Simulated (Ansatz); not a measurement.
## CdS (zinc blende): frozen-phonon scan

Starting cell, CdS (zinc blende):

```xyz
4
Lattice="0.0000 5.9266 5.9266 2.9633 2.9633 5.9266 2.9633 2.9633 0.0000" Properties=species:S:1:pos:R:3 pbc="T T T"
S      4.4450     4.4450     4.4450
S      4.4450     7.4083     7.4083
Cd     0.0000     0.0000     0.0000
Cd     2.9633     5.9266     2.9633
```

A phonon eigenvector at X = (0.5, 0.5, 0.0) is frozen into this cell: atom i moves by Q times the vector below, so Q is the largest atomic displacement, in Å. The cell is held. It is one choice among 2 degenerate patterns. (q is in reciprocal vectors of the primitive cell; the cell shown is doubled to hold the pattern.)

```
atom       x       y      z
----  ------  ------  -----
S1     0.650   0.000  0.000
S2    -0.650   0.000  0.000
Cd3    0.000   1.000  0.000
Cd4    0.000  -1.000  0.000
```

Computed with PBE (plane waves to 420 eV, PAW, scalar-relativistic; Ansatz, an electronic-structure program). k mesh 10×10×10 (Γ-centred), Fermi-Dirac smearing 0.05 eV. E stands for the smeared free energy. CdS was relaxed with its symmetry unable to fall. ΔE is measured from the undisplaced structure.

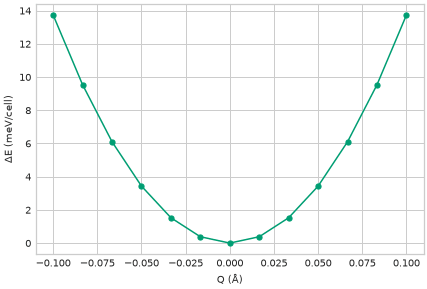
Fig. 1. ΔE (meV/cell) against Q (Å); computed points joined by lines.

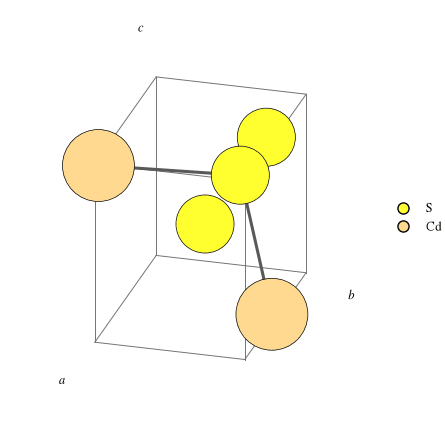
Fig. 1. The cell of the calculation at Q = -0.100 Å.

Space group of the distorted cell: C222_1 (No. 20), lowered from F-43m. Symmetry of the curve: even: the same for both signs. Wavenumber by perturbation theory (DFPT, on another k mesh): 54 cm⁻¹. Shape of the curve: a single well with its minimum at or next to zero displacement. Harmonic wavenumber from the curvature (finite differences): 54 cm⁻¹.

E″ = 2.74 eV/Å², M = Σ mᵢ|uᵢ|² = 251.9 u, ν̃ = 521.5·√(|E″|/M).

(For displaced atoms, the force is minus the slope of the energy, and its curvature is a force constant, which sets phonon frequencies.)
